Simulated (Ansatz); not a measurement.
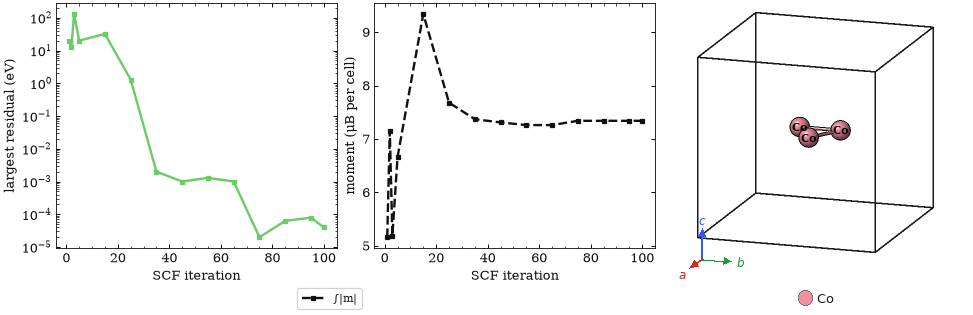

Beside the plot: the structure.

The plot shows the SCF iterations of a calculation: largest residual, magnetic moments. Only some iterations were kept.

The run: Co (3 atoms in the cell), by DFT, PBE, fully relativistic norm-conserving potentials, plane waves, spin-orbit coupling in Ansatz development build ahead of 0.2.0; cutoff 800 eV, 1×1×1 k-mesh, Gaussian smearing of 0.05 eV.
Setting under test: residual threshold 1.0e-05 eV, default search for lower states.

How did this run end?

The run gave up at step 100 without converging. The residual first shoots up to about 130 before step 3. It then comes down slowly and unevenly, and has reached only 4 × 10⁻⁵ when the run stops.

Read the residual at the first and at the last step drawn.

It starts near 20 and ends near 4 × 10⁻⁵ eV.

What happens to the magnetisation?

The integral of |m| goes from 5.2 to 7.3 μB per cell, with excursions between 5.2 and 9.3 on the way, though in an unconverged run this needn't be final.
